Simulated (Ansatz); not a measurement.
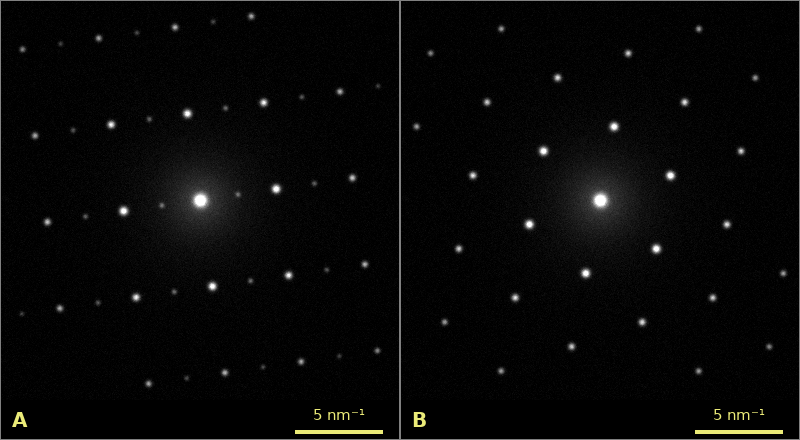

Kinematic electron diffraction patterns (120 kV, B = 0.5 Å², same scale, each along a low-index zone) of two structures of composition HgMo, each relaxed at zero pressure with Ansatz 0.2.0, DFT PBE, scalar-relativistic, plane waves, PAW.

The structures (standard cells):
1. P4/mmm (No. 123), a = 2.819 Å, c = 4.515 Å, 2 atoms; generated start, possibly hypothetical
2. Pm-3m (No. 221), a = 3.294 Å, 2 atoms; generated start, possibly hypothetical

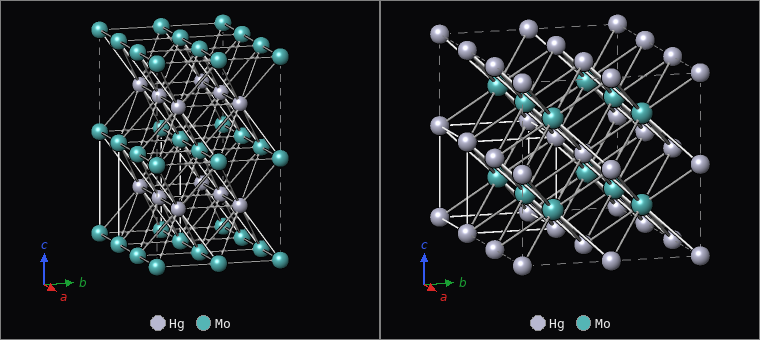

Drawings of the structures 1 to 2, from left to right (each may span several cells).

> Which pattern belongs to which structure, and along which zone?

A is structure 1 along [110] or an equivalent direction: rectangular net of 0 0 1 at d = 4.52 Å and 1 -1 0 at d = 1.99 Å, 90.0° apart. B is structure 2 along [111] or an equivalent direction: hexagonal net of -1 1 0 at d = 2.33 Å and -1 0 1 at d = 2.33 Å, 60.0° apart.

> Rank the structures by their computed energy.

Structure 1 (P4/mmm, 17.95 Å³ an atom) is the lowest of these; structure 2 (Pm-3m, 17.87 Å³ an atom) lies about 200 meV an atom higher. These are static energies at 0 K; other structures, not shown, may lie lower still.
